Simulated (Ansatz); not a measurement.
## Computed map of one atom of the cell: MoS2 (2H-MoS2 type, space group P6_3/mmc)

MoS$_{2}$ (2H-MoS2 type, space group P6_3/mmc)

```yaml
crystal:
  lattice:
    - [3.14937, 0.00000, 0.00000]
    - [-1.57469, 2.72744, 0.00000]
    - [0.00000, 0.00000, 12.09029]
  atoms:
    - { symbol: Mo, position: [0.33333, 0.66667, 0.25000] }
    - { symbol: Mo, position: [0.66667, 0.33333, 0.75000] }
    - { symbol: S, position: [0.33333, 0.66667, 0.62049] }
    - { symbol: S, position: [0.66667, 0.33333, 0.12049] }
    - { symbol: S, position: [0.66667, 0.33333, 0.37951] }
    - { symbol: S, position: [0.33333, 0.66667, 0.87951] }
```

In this cell atom 6 (S, nearest neighbour Mo at 2.400 Å; its periodic images, 3.1 Å or more away, move with it) is moved by u·(0.707, 0.707, 0.000) + v·(0.000, 0.000, 1.000); the rest is frozen.

These are PBE-D3(BJ) (plane waves to 420 eV, PAW, scalar-relativistic; Ansatz, a first-principles code) values and carry that method's errors. k mesh 10×10×3 (Γ-centred), Fermi-Dirac smearing 0.05 eV. E stands for the smeared free energy. Points where atoms come too close for the PAW data are left out (x in tables, blank in figures). As the smearing reaches across the gap at some points, energies and forces of such displacements shift with the k mesh and the smearing. MoS2 is run without spin polarisation. MoS2 was relaxed with its symmetry unable to fall. The zero of ΔE is the undisplaced structure. Axes are in Å.

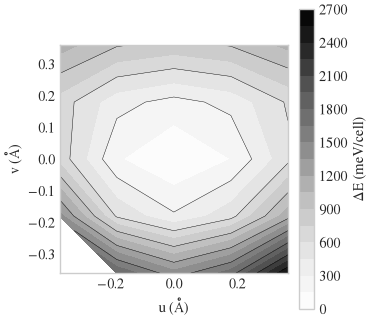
*ΔE (meV/cell) over the 5×5 grid of computed points.*

Lowest place on the grid: u = 0.000 Å, v = 0.000 Å (0 meV/cell).

(A displaced cell: forces are minus the slopes of the energy, force constants its curvatures, and phonons follow from these.)
